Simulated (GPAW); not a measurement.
**Geometry relaxation, with input and output: CBF2N (part 2 of 4)**

Continued. System: CBF2N, SMILES N#CB(F)F. Method: revPBE/real-space grid, dispersion TS, scalar-relativistic datasets (GPAW 26.7.0). The geometry comes from this level: PBE0-D4/def2-TZVP.

Geometry of the input (Å):
```
N  -0.7151  1.7897  0.8010
C  -0.3194  0.8048  0.3593
B  0.2120  -0.5174  -0.2338
F  1.4512  -0.8728  -0.0262
F  -0.5787  -1.2779  -0.9419
```

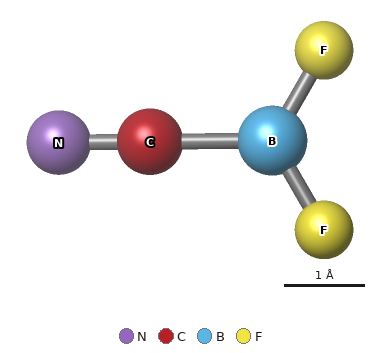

**Figure 1.** The structure as given in the input (ball-and-stick view, seen on its broad side).

The program's output, continued:
```
Unit cell:
           periodic     x           y           z      points  spacing
  1. axis:    no    11.000000    0.000000    0.000000    60     0.1833
  2. axis:    no     0.000000   11.000000    0.000000    60     0.1833
  3. axis:    no     0.000000    0.000000   11.000000    60     0.1833

  Lengths:  11.000000  11.000000  11.000000
  Angles:   90.000000  90.000000  90.000000

Effective grid spacing dv^(1/3) = 0.1833

iter:   1 00:01:11   -33.588339   -1.21
iter:   2 00:01:12   -33.578625   -2.08  -2.02
iter:   3 00:01:13   -33.549722   -1.57  -2.07
iter:   4 00:01:14   -33.549085   -2.27  -2.57
iter:   5 00:01:15   -33.548926c  -2.37  -2.75
iter:   6 00:01:16   -33.548802c  -3.39  -3.19
iter:   7 00:01:17   -33.548821c  -3.57  -3.40
iter:   8 00:01:19   -33.548802c  -3.90  -3.51
iter:   9 00:01:20   -33.548795c  -4.81  -3.77
iter:  10 00:01:21   -33.548795c  -5.36  -4.50c
iter:  11 00:01:22   -33.548795c  -5.96  -4.95c
iter:  12 00:01:23   -33.548795c  -6.33  -5.27c
iter:  13 00:01:25   -33.548795c  -6.69  -5.34c
iter:  14 00:01:26   -33.548795c  -7.08  -5.63c
iter:  15 00:01:27   -33.548795c  -7.37  -5.86c
iter:  16 00:01:29   -33.548795c  -7.74c -6.35c

Converged after 16 iterations.

Dipole moment: (0.128370, -0.314987, -0.143623) |e|*Ang

Energy contributions relative to reference atoms: (reference = -8614.397000)

Kinetic:        +37.717573
Potential:      -42.924007
External:        +0.000000
XC:             -29.370934
Entropy (-ST):   -0.000000
Local:           +1.028573
SIC:             +0.000000
--------------------------
Free energy:    -33.548795
Extrapolated:   -33.548795

 Band  Eigenvalues  Occupancy
    0    -32.04467    2.00000
    1    -31.36714    2.00000
    2    -23.35900    2.00000
    3    -16.07292    2.00000
    4    -14.42307    2.00000
    5    -13.96097    2.00000
    6    -12.81713    2.00000
    7    -11.37259    2.00000
    8    -11.26748    2.00000
    9    -10.95229    2.00000
   10     -9.45309    2.00000
   11     -9.38008    2.00000
   12     -9.23341    2.00000
   13     -3.42147    0.00000
   14     -1.60233    0.00000
   15     -0.54571    0.00000
   16      0.58855    0.00000
   17      0.71931    0.00000
   18      0.83950    0.00000
   19      1.71501    0.00000

Fermi level: -7.34143

Gap: 5.812 eV
Transition (v -> c):
  (s=0, k=0, n=12, [0.00, 0.00, 0.00]) -> (s=0, k=0, n=13, [0.00, 0.00, 0.00])
No difference between direct/indirect transitions

Forces in eV/Ang:
  0 N    -0.00844    0.00628    0.08053
  1 C    -0.14147    0.36222    0.15501
  2 B     0.10890   -0.39583   -0.15820
  3 F     0.09194   -0.25761    0.17541
  4 F    -0.19063   -0.17993    0.08731

vdWTkatchenko09prl
vdW correction: -0.1733568069791896
Energy:         -33.722151718967496

Forces in eV/Ang:
  0 N     0.02918   -0.08738    0.03850
  1 C    -0.10258    0.26482    0.11165
  2 B     0.08487   -0.33578   -0.13133
  3 F    -0.03551   -0.21228    0.15906
  4 F    -0.11566   -0.09426    0.16217
LBFGS:    2 00:01:37      -33.722152        0.370401
System changes: positions

Initializing position-dependent things.

Density initialized from wave functions
        .--------------------------.
       /|                          |
      / |                          |
     /  |                          |
    /   |                          |
   /    |                          |
  /     |                          |
 *      |                          |
 |      |       N                  |
 |      |                          |
 |      |        C                 |
 |      |        B  F              |
 |      |                          |
 |      |      F                   |
 |      .--------------------------.
 |     /                          /
 |    /                          /
 |   /                          /
 |  /                          /
 | /                          /
 |/                          /
 *--------------------------*

Atomic positions and initial magnetic moments

Positions:
   0 N      4.412453    7.043489    6.377724    ( 0.0000,  0.0000,  0.0000)
   1 C      4.812993    6.047604    5.929134    ( 0.0000,  0.0000,  0.0000)
   2 B      5.342588    4.727428    5.337061    ( 0.0000,  0.0000,  0.0000)
   3 F      6.595466    4.360793    5.552401    ( 0.0000,  0.0000,  0.0000)
   4 F      4.539030    3.953475    4.626705    ( 0.0000,  0.0000,  0.0000)

Unit cell:
           periodic     x           y           z      points  spacing
  1. axis:    no    11.000000    0.000000    0.000000    60     0.1833
  2. axis:    no     0.000000   11.000000    0.000000    60     0.1833
  3. axis:    no     0.000000    0.000000   11.000000    60     0.1833

  Lengths:  11.000000  11.000000  11.000000
  Angles:   90.000000  90.000000  90.000000

Effective grid spacing dv^(1/3) = 0.1833

iter:   1 00:01:38   -33.553558   -2.50
iter:   2 00:01:39   -33.553536   -3.34  -2.97
iter:   3 00:01:40   -33.553344c  -3.19  -3.01
iter:   4 00:01:41   -33.553323c  -4.16  -3.41
iter:   5 00:01:42   -33.553321c  -4.41  -3.64
iter:   6 00:01:43   -33.553322c  -5.10  -4.22c
iter:   7 00:01:44   -33.553322c  -5.48  -4.41c
iter:   8 00:01:45   -33.553322c  -6.01  -4.68c
iter:   9 00:01:46   -33.553322c  -6.42  -5.16c
iter:  10 00:01:47   -33.553322c  -6.88  -5.35c
iter:  11 00:01:49   -33.553322c  -7.20  -5.69c
iter:  12 00:01:50   -33.553322c  -7.65c -5.62c

Converged after 12 iterations.

Dipole moment: (0.131585, -0.323291, -0.149476) |e|*Ang

Energy contributions relative to reference atoms: (reference = -8614.397000)

Kinetic:        +37.734067
Potential:      -42.937128
External:        +0.000000
XC:             -29.376569
Entropy (-ST):   -0.000000
Local:           +1.026308
SIC:             +0.000000
--------------------------
Free energy:    -33.553322
Extrapolated:   -33.553322

 Band  Eigenvalues  Occupancy
    0    -32.06865    2.00000
    1    -31.39777    2.00000
    2    -23.34997    2.00000
    3    -16.04258    2.00000
    4    -14.42751    2.00000
    5    -13.98384    2.00000
    6    -12.83736    2.00000
    7    -11.39457    2.00000
    8    -11.27144    2.00000
    9    -10.97666    2.00000
   10     -9.43783    2.00000
   11     -9.35687    2.00000
   12     -9.22256    2.00000
   13     -3.39233    0.00000
   14     -1.56450    0.00000
   15     -0.54876    0.00000
   16      0.58416    0.00000
   17      0.71792    0.00000
   18      0.84037    0.00000
   19      1.70833    0.00000

Fermi level: -7.34143

Gap: 5.830 eV
Transition (v -> c):
  (s=0, k=0, n=12, [0.00, 0.00, 0.00]) -> (s=0, k=0, n=13, [0.00, 0.00, 0.00])
No difference between direct/indirect transitions

Forces in eV/Ang:
  0 N    -0.06206    0.14319    0.13894
  1 C    -0.02141    0.07463    0.01843
  2 B     0.04443   -0.17514   -0.02409
  3 F     0.10764   -0.28380    0.15211
  4 F    -0.20355   -0.22062    0.03599

vdWTkatchenko09prl
vdW correction: -0.1723567243850791
Energy:         -33.725678694893745

Forces in eV/Ang:
  0 N    -0.02498    0.05081    0.09746
  1 C     0.01618   -0.02021   -0.02359
  2 B     0.02162   -0.11821    0.00134
  3 F    -0.01884   -0.23874    0.13579
  4 F    -0.12893   -0.13538    0.11039
LBFGS:    3 00:01:57      -33.725679        0.275302
System changes: positions

Initializing position-dependent things.

Density initialized from wave functions
        .--------------------------.
       /|                          |
      / |                          |
     /  |                          |
    /   |                          |
   /    |                          |
  /     |                          |
 *      |                          |
 |      |       N                  |
 |      |                          |
 |      |        C                 |
 |      |        B  F              |
 |      |                          |
 |      |      F                   |
 |      .--------------------------.
 |     /                          /
 |    /                          /
 |   /                          /
 |  /                          /
 | /                          /
 |/                          /
 *--------------------------*

Atomic positions and initial magnetic moments

Positions:
   0 N      4.411696    7.044686    6.381930    ( 0.0000,  0.0000,  0.0000)
   1 C      4.812102    6.050592    5.929899    ( 0.0000,  0.0000,  0.0000)
   2 B      5.344330    4.719061    5.335359    ( 0.0000,  0.0000,  0.0000)
   3 F      6.595480    4.349152    5.559734    ( 0.0000,  0.0000,  0.0000)
   4 F      4.531958    3.946615    4.632345    ( 0.0000,  0.0000,  0.0000)

Unit cell:
           periodic     x           y           z      points  spacing
  1. axis:    no    11.000000    0.000000    0.000000    60     0.1833
  2. axis:    no     0.000000   11.000000    0.000000    60     0.1833
  3. axis:    no     0.000000    0.000000   11.000000    60     0.1833

  Lengths:  11.000000  11.000000  11.000000
  Angles:   90.000000  90.000000  90.000000

Effective grid spacing dv^(1/3) = 0.1833

iter:   1 00:01:58   -33.561749   -1.78
iter:   2 00:01:59   -33.561742   -2.62  -2.66
iter:   3 00:02:00   -33.561123c  -2.48  -2.70
iter:   4 00:02:01   -33.561026c  -3.50  -3.14
iter:   5 00:02:02   -33.561034c  -3.73  -3.40
iter:   6 00:02:03   -33.561033c  -4.39  -3.92
iter:   7 00:02:04   -33.561035c  -4.65  -4.11c
iter:   8 00:02:05   -33.561034c  -5.17  -4.26c
iter:   9 00:02:06   -33.561034c  -5.62  -4.82c
iter:  10 00:02:07   -33.561034c  -6.02  -4.87c
iter:  11 00:02:08   -33.561034c  -6.44  -5.38c
iter:  12 00:02:09   -33.561034c  -6.82  -5.49c
iter:  13 00:02:11   -33.561034c  -7.23  -5.91c
iter:  14 00:02:12   -33.561034c  -7.58c -6.18c

Converged after 14 iterations.

Dipole moment: (0.137101, -0.331094, -0.157866) |e|*Ang

Energy contributions relative to reference atoms: (reference = -8614.397000)

Kinetic:        +37.077988
Potential:      -42.416155
External:        +0.000000
XC:             -29.242586
Entropy (-ST):   -0.000000
Local:           +1.019719
SIC:             +0.000000
--------------------------
Free energy:    -33.561034
Extrapolated:   -33.561034

 Band  Eigenvalues  Occupancy
    0    -32.07745    2.00000
    1    -31.42043    2.00000
    2    -23.32847    2.00000
    3    -16.00177    2.00000
    4    -14.41898    2.00000
    5    -14.00131    2.00000
    6    -12.84563    2.00000
    7    -11.41528    2.00000
    8    -11.27459    2.00000
    9    -11.00316    2.00000
   10     -9.41336    2.00000
   11     -9.33395    2.00000
   12     -9.20457    2.00000
   13     -3.37267    0.00000
   14     -1.53593    0.00000
   15     -0.55764    0.00000
   16      0.57057    0.00000
   17      0.71577    0.00000
   18      0.84052    0.00000
   19      1.70120    0.00000

Fermi level: -7.34143

Gap: 5.832 eV
Transition (v -> c):
  (s=0, k=0, n=12, [0.00, 0.00, 0.00]) -> (s=0, k=0, n=13, [0.00, 0.00, 0.00])
No difference between direct/indirect transitions

Forces in eV/Ang:
  0 N    -0.07019    0.16787    0.12506
  1 C     0.09972   -0.18097   -0.10949
  2 B    -0.06463    0.02719    0.12753
  3 F     0.01850   -0.30148    0.06032
  4 F    -0.12251   -0.11819    0.05734

vdWTkatchenko09prl
vdW correction: -0.17001504101803241
Energy:         -33.73104899152072

Forces in eV/Ang:
  0 N    -0.03416    0.07787    0.08463
  1 C     0.13461   -0.27106   -0.14886
  2 B    -0.08536    0.07913    0.15068
  3 F    -0.10504   -0.25713    0.04409
  4 F    -0.04916   -0.03438    0.13021
LBFGS:    4 00:02:18      -33.731049        0.337274
System changes: positions

Initializing position-dependent things.

Density initialized from wave functions
        .--------------------------.
       /|                          |
      / |                          |
     /  |                          |
    /   |                          |
   /    |                          |
  /     |                          |
 *      |                          |
 |      |       N                  |
 |      |                          |
 |      |        C                 |
 |      |        B  F              |
 |      |                          |
 |      |      F                   |
 |      .--------------------------.
 |     /                          /
 |    /                          /
 |   /                          /
 |  /                          /
 | /                          /
 |/                          /
 *--------------------------*

Atomic positions and initial magnetic moments

Positions:
   0 N      4.411421    7.044537    6.386257    ( 0.0000,  0.0000,  0.0000)
   1 C      4.812475    6.051721    5.929339    ( 0.0000,  0.0000,  0.0000)
   2 B      5.344599    4.711112    5.335930    ( 0.0000,  0.0000,  0.0000)
   3 F      6.592928    4.333159    5.567455    ( 0.0000,  0.0000,  0.0000)
   4 F      4.524676    3.940153    4.640836    ( 0.0000,  0.0000,  0.0000)

Unit cell:
           periodic     x           y           z      points  spacing
  1. axis:    no    11.000000    0.000000    0.000000    60     0.1833
  2. axis:    no     0.000000   11.000000    0.000000    60     0.1833
  3. axis:    no     0.000000    0.000000   11.000000    60     0.1833

  Lengths:  11.000000  11.000000  11.000000
  Angles:   90.000000  90.000000  90.000000

Effective grid spacing dv^(1/3) = 0.1833

iter:   1 00:02:19   -33.566610   -1.71
iter:   2 00:02:20   -33.566779   -2.54  -2.75
iter:   3 00:02:21   -33.566515c  -2.41  -2.78
iter:   4 00:02:22   -33.566299c  -3.34  -3.10
iter:   5 00:02:23   -33.566311c  -3.48  -3.46
iter:   6 00:02:24   -33.566307c  -4.10  -3.74
iter:   7 00:02:25   -33.566303c  -4.74  -3.92
iter:   8 00:02:26   -33.566304c  -5.13  -4.63c
iter:   9 00:02:27   -33.566304c  -5.64  -4.88c
iter:  10 00:02:28   -33.566304c  -5.98  -5.14c
iter:  11 00:02:29   -33.566304c  -6.39  -5.46c
iter:  12 00:02:30   -33.566304c  -6.77  -5.91c
iter:  13 00:02:31   -33.566304c  -7.09  -6.18c
iter:  14 00:02:32   -33.566304c  -7.47c -6.37c

Converged after 14 iterations.

Dipole moment: (0.140374, -0.334586, -0.164363) |e|*An
[... cut ...]
05045    0.03054   -0.05679
LBFGS:   16 00:05:39      -33.746767        0.132073
System changes: positions

Initializing position-dependent things.

Density initialized from wave functions
        .--------------------------.
       /|                          |
      / |                          |
     /  |                          |
    /   |                          |
   /    |                          |
  /     |                          |
 *      |                          |
 |      |       N                  |
 |      |                          |
 |      |        C                 |
 |      |        B  F              |
 |      |                          |
 |      |      F                   |
 |      .--------------------------.
 |     /                          /
 |    /                          /
 |   /                          /
 |  /                          /
 | /                          /
 |/                          /
 *--------------------------*

Atomic positions and initial magnetic moments

Positions:
   0 N      4.414814    7.040562    6.388164    ( 0.0000,  0.0000,  0.0000)
   1 C      4.811003    6.035326    5.954483    ( 0.0000,  0.0000,  0.0000)
   2 B      5.314626    4.700340    5.371457    ( 0.0000,  0.0000,  0.0000)
   3 F      6.551400    4.306057    5.601566    ( 0.0000,  0.0000,  0.0000)
   4 F      4.505349    3.938761    4.655694    ( 0.0000,  0.0000,  0.0000)

Unit cell:
           periodic     x           y           z      points  spacing
  1. axis:    no    11.000000    0.000000    0.000000    60     0.1833
  2. axis:    no     0.000000   11.000000    0.000000    60     0.1833
  3. axis:    no     0.000000    0.000000   11.000000    60     0.1833

  Lengths:  11.000000  11.000000  11.000000
  Angles:   90.000000  90.000000  90.000000

Effective grid spacing dv^(1/3) = 0.1833

iter:   1 00:05:41   -33.574973   -2.29
iter:   2 00:05:42   -33.575047   -3.05  -3.09
iter:   3 00:05:43   -33.575030c  -3.01  -3.11
iter:   4 00:05:44   -33.574985c  -3.72  -3.39
iter:   5 00:05:45   -33.574980c  -3.99  -3.67
iter:   6 00:05:46   -33.574982c  -4.51  -4.18c
iter:   7 00:05:47   -33.574982c  -4.98  -4.19c
iter:   8 00:05:48   -33.574982c  -5.27  -4.68c
iter:   9 00:05:49   -33.574982c  -5.78  -4.73c
iter:  10 00:05:50   -33.574982c  -6.18  -5.27c
iter:  11 00:05:51   -33.574982c  -6.53  -5.29c
iter:  12 00:05:52   -33.574982c  -6.88  -5.75c
iter:  13 00:05:53   -33.574982c  -7.24  -5.58c
iter:  14 00:05:54   -33.574982c  -7.59c -6.04c

Converged after 14 iterations.

Dipole moment: (0.131237, -0.326475, -0.145105) |e|*Ang

Energy contributions relative to reference atoms: (reference = -8614.397000)

Kinetic:        +37.917254
Potential:      -43.058229
External:        +0.000000
XC:             -29.430077
Entropy (-ST):   -0.000000
Local:           +0.996070
SIC:             +0.000000
--------------------------
Free energy:    -33.574982
Extrapolated:   -33.574982

 Band  Eigenvalues  Occupancy
    0    -32.09445    2.00000
    1    -31.40837    2.00000
    2    -23.33830    2.00000
    3    -16.03843    2.00000
    4    -14.44416    2.00000
    5    -13.99269    2.00000
    6    -12.85686    2.00000
    7    -11.39973    2.00000
    8    -11.28263    2.00000
    9    -10.97266    2.00000
   10     -9.43008    2.00000
   11     -9.35632    2.00000
   12     -9.21520    2.00000
   13     -3.38219    0.00000
   14     -1.56941    0.00000
   15     -0.54162    0.00000
   16      0.58662    0.00000
   17      0.71776    0.00000
   18      0.84007    0.00000
   19      1.48598    0.00000

Fermi level: -7.34143

Gap: 5.833 eV
Transition (v -> c):
  (s=0, k=0, n=12, [0.00, 0.00, 0.00]) -> (s=0, k=0, n=13, [0.00, 0.00, 0.00])
No difference between direct/indirect transitions

Forces in eV/Ang:
  0 N    -0.02115    0.07376    0.03939
  1 C    -0.11314    0.16174    0.02229
  2 B    -0.06296   -0.11902   -0.00701
  3 F     0.09034   -0.04784   -0.04800
  4 F    -0.14744   -0.04604   -0.13882

vdWTkatchenko09prl
vdW correction: -0.1727743419660076
Energy:         -33.74775646093012
```
